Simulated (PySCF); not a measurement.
# Single-point calculation of SnBr (charge +1)

System: SnBr, charge +1.
Method: UHF/lanl2dz, TDHF (PySCF 2.14.0).

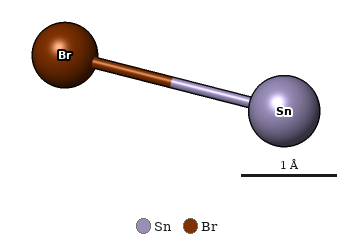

The input geometry (ball-and-stick view, seen at a tilt). Sticks mark near contacts. Bond lengths as drawn: Br–Sn 2.56 Å.

Results in brief

```json
{"quantity": "outcome", "value": "converged"}
{"quantity": "SCF energy", "value": "−15.952440 hartree"}
{"quantity": "hardware", "value": "1 CPU thread, shared host"}
{"quantity": "wall time", "value": "0.76 s"}
```

Input
```python
from pyscf import gto, scf, tdscf

mol = gto.M(
    atom='Sn 0 0 0; Br 0 0 2.565',
    basis='lanl2dz',
    ecp={'Sn': 'lanl2dz', 'Br': 'lanl2dz'},
    charge=1,
    spin=0,
    verbose=4,
)
mf = scf.UHF(mol)
mf.kernel()
td = tdscf.TDHF(mf)
td.nstates = 4
td.kernel()
td.analyze(verbose=3)
mf.dip_moment()
print('orbital energies (hartree):', [e[max(0, n-3):n+3].round(4) for e, n in zip(mf.mo_energy, mol.nelec)])
```

Launch command:
```bash
OMP_NUM_THREADS=1 python input.py
```

Log
```
PySCF version 2.14.0

[INPUT] verbose = 4
[INPUT] num. atoms = 2
[INPUT] num. electrons = 10
[INPUT] charge = 1
[INPUT] spin (= nelec alpha-beta = 2S) = 0
[INPUT] symmetry False subgroup None
[INPUT] Mole.unit = angstrom
[INPUT] Symbol           X                Y                Z      unit          X                Y                Z       unit  Magmom
[INPUT]  1 Sn     0.000000000000   0.000000000000   0.000000000000 AA    0.000000000000   0.000000000000   0.000000000000 Bohr   0.0
[INPUT]  2 Br     0.000000000000   0.000000000000   2.565000000000 AA    0.000000000000   0.000000000000   4.847147509509 Bohr   0.0

nuclear repulsion = 5.77659333557895
number of shells = 8
number of NR pGTOs = 24
number of NR cGTOs = 16
basis = lanl2dz
ecp = {'Sn': 'lanl2dz', 'Br': 'lanl2dz'}

******** <class 'pyscf.scf.uhf.UHF'> ********
method = UHF
initial guess = minao
damping factor = 0
level_shift factor = 0
DIIS = <class 'pyscf.scf.diis.CDIIS'>
diis_start_cycle = 1
diis_space = 8
diis_damp = 0
SCF conv_tol = 1e-09
SCF conv_tol_grad = None
SCF max_cycles = 50
direct_scf = True
direct_scf_tol = 1e-13
number electrons alpha = 5  beta = 5
Set gradient conv threshold to 3.16228e-05
init E= 2.00452870946916
  alpha nocc = 5  HOMO = -0.0739919271714393  LUMO = 0.0603200257800953
  beta  nocc = 5  HOMO = -0.0739919271714393  LUMO = 0.0603200257800953
  HOMO = -0.0739919271714  LUMO = 0.0603200257801  gap/eV = 3.65481
cycle= 1 E= -15.9032535034814  delta_E= -17.9  |g|= 0.437  |ddm|= 3.11
  alpha nocc = 5  HOMO = -0.647361737842539  LUMO = -0.27195011071067
  beta  nocc = 5  HOMO = -0.647361737842539  LUMO = -0.27195011071067
  HOMO = -0.647361737843  LUMO = -0.271950110711  gap/eV = 10.21547
cycle= 2 E= -15.9490918135187  delta_E= -0.0458  |g|= 0.0503  |ddm|= 0.397
  alpha nocc = 5  HOMO = -0.592253769526671  LUMO = -0.261224487540267
  beta  nocc = 5  HOMO = -0.59225376952667  LUMO = -0.261224487540267
  HOMO = -0.592253769527  LUMO = -0.26122448754  gap/eV = 9.00777
cycle= 3 E= -15.9516324870775  delta_E= -0.00254  |g|= 0.023  |ddm|= 0.111
  alpha nocc = 5  HOMO = -0.609400694533031  LUMO = -0.254051816704899
  beta  nocc = 5  HOMO = -0.609400694533032  LUMO = -0.254051816704899
  HOMO = -0.609400694533  LUMO = -0.254051816705  gap/eV = 9.66954
cycle= 4 E= -15.9523066596136  delta_E= -0.000674  |g|= 0.00551  |ddm|= 0.0317
  alpha nocc = 5  HOMO = -0.607247221330219  LUMO = -0.252845120063456
  beta  nocc = 5  HOMO = -0.607247221330219  LUMO = -0.252845120063456
  HOMO = -0.60724722133  LUMO = -0.252845120063  gap/eV = 9.64377
cycle= 5 E= -15.9524262419889  delta_E= -0.00012  |g|= 0.00169  |ddm|= 0.0197
  alpha nocc = 5  HOMO = -0.606675046343332  LUMO = -0.252947382497354
  beta  nocc = 5  HOMO = -0.606675046343332  LUMO = -0.252947382497354
  HOMO = -0.606675046343  LUMO = -0.252947382497  gap/eV = 9.62542
cycle= 6 E= -15.9524403931174  delta_E= -1.42e-05  |g|= 0.000128  |ddm|= 0.00913
  alpha nocc = 5  HOMO = -0.606696118526393  LUMO = -0.252906707684097
  beta  nocc = 5  HOMO = -0.606696118526393  LUMO = -0.252906707684097
  HOMO = -0.606696118526  LUMO = -0.252906707684  gap/eV = 9.62710
cycle= 7 E= -15.9524404295816  delta_E= -3.65e-08  |g|= 1.37e-05  |ddm|= 0.000486
  alpha nocc = 5  HOMO = -0.606688189776936  LUMO = -0.25290071981913
  beta  nocc = 5  HOMO = -0.606688189776937  LUMO = -0.25290071981913
  HOMO = -0.606688189777  LUMO = -0.252900719819  gap/eV = 9.62705
cycle= 8 E= -15.9524404298529  delta_E= -2.71e-10  |g|= 1.07e-06  |ddm|= 4.54e-05
  alpha nocc = 5  HOMO = -0.60668864569507  LUMO = -0.252901080799286
  beta  nocc = 5  HOMO = -0.60668864569507  LUMO = -0.252901080799286
  HOMO = -0.606688645695  LUMO = -0.252901080799  gap/eV = 9.62705
Extra cycle  E= -15.9524404298546  delta_E= -1.77e-12  |g|= 3.2e-07  |ddm|= 2.86e-06
converged SCF energy = -15.9524404298546  <S^2> = 1.7763568e-15  2S+1 = 1

******** <class 'pyscf.tdscf.uhf.TDHF'> for <class 'pyscf.scf.uhf.UHF'> ********
nstates = 4
deg_eia_thresh = 1.000e-03
wfnsym = None
conv_tol = 1e-05
eigh lindep = 1e-12
eigh level_shift = 0
eigh max_cycle = 100

Excitation energies (eV)
[2.32908069 2.32908069 3.94235095 3.94235095]

** Excitation energies and oscillator strengths **
Excited State   1:      2.32908 eV    532.33 nm  f=0.0000
Excited State   2:      2.32908 eV    532.33 nm  f=0.0000
Excited State   3:      3.94235 eV    314.49 nm  f=0.0350
Excited State   4:      3.94235 eV    314.49 nm  f=0.0350

WARN: System has nonzero charge 1; the dipole moment is origin-dependent.
Location of origin: [0. 0. 0.]

Dipole moment(X, Y, Z, Debye):  0.00000,  0.00000, -1.49858
orbital energies (hartree): [array([-0.6102, -0.6102, -0.6067, -0.2529, -0.2529, -0.155 ]), array([-0.6102, -0.6102, -0.6067, -0.2529, -0.2529, -0.155 ])]
```

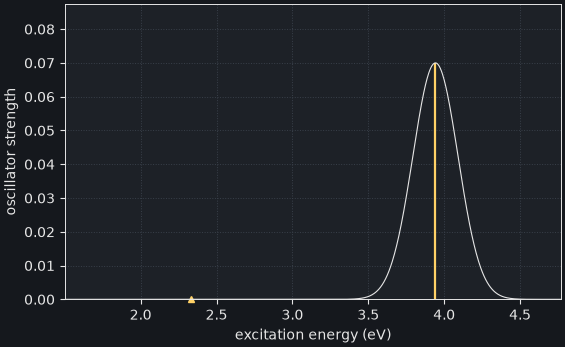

Computed excitations as sticks (degenerate states added up, dark ones marked on the axis), with a Gaussian envelope of 0.35 eV full width at half maximum, scaled to the tallest. Of the 4 states the lowest lies at 2.33 eV (f = 0.000); the strongest line is at 3.94 eV, or 314 nm (f = 0.070, summed over 2 states that lie within 0.004 eV).
